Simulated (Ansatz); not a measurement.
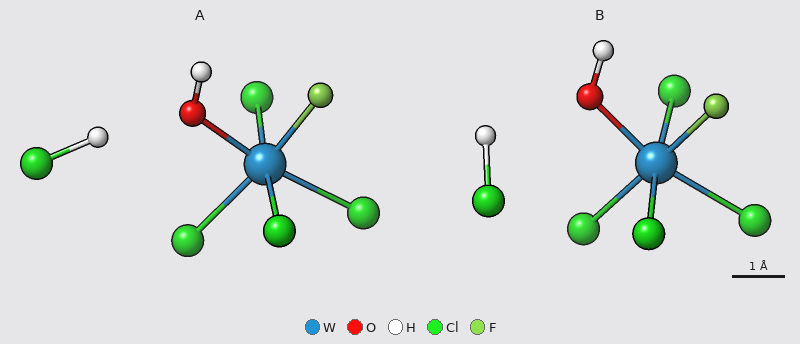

Two geometries of WH₂OCl₅F, drawn at one scale. One is the start of a relaxation, the other its converged end. The picture is a ball-and-stick view, seen at a tilt.

These are results of RKS PBE/def2-SVP (Ansatz), not measurements. (no spin polarisation; force threshold 0.03 eV/Å; at most 50 steps)

### Which of the two is the end point?

Structure A is the relaxed one. The run prepares an end point of a later path (reaction) calculation, from a guessed geometry. After 24 accepted moves (27 points after the start) the energy has fallen by 8.69 kcal/mol. Largest force component: 1.1 eV/Å at the start, 0.023 eV/Å at the end. The line search rejected the trial steps at points 9, 15, 18 of the run. The forces were under the threshold at step 21, but the run went on from there. A Cl atom moves most after the best rigid fit: 1.41 Å. Largest moves by element: Cl 1.41 Å, H 0.65 Å, O 0.42 Å, F 0.32 Å, W 0.17 Å. Some distances before and after: Cl–W 2.356 → 2.328 Å, Cl–H 1.334 → 1.311 Å, Cl–W 2.304 → 2.327 Å, Cl–W 2.324 → 2.313 Å. Among the angles between lasting bonds that change: O–W–Cl 97.0° → 90.7°, Cl–W–F 178.7° → 173.3°, O–W–Cl 166.0° → 171.2°.

Limits of the set-up: the start holds two separate molecules, 2.2 Å apart at their closest, whose relative position is a soft coordinate and is computed without a dispersion correction.
